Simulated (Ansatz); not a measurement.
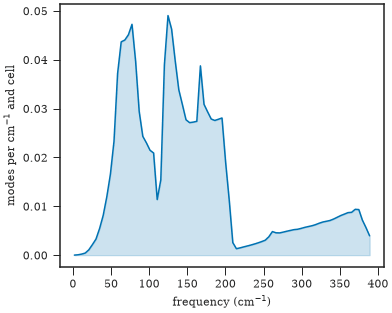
Phonon density of states of BaO (rock salt, Fm-3m); finite displacements on a 6×6×6 mesh, PBEsol in Ansatz (a program for electronic structure), k mesh 6×6×6

### Question
Where is the tallest peak, and is there a gap in the spectrum?

### Answer
The tallest peak lies near 120 cm⁻¹. No clear gap shows at this resolution.
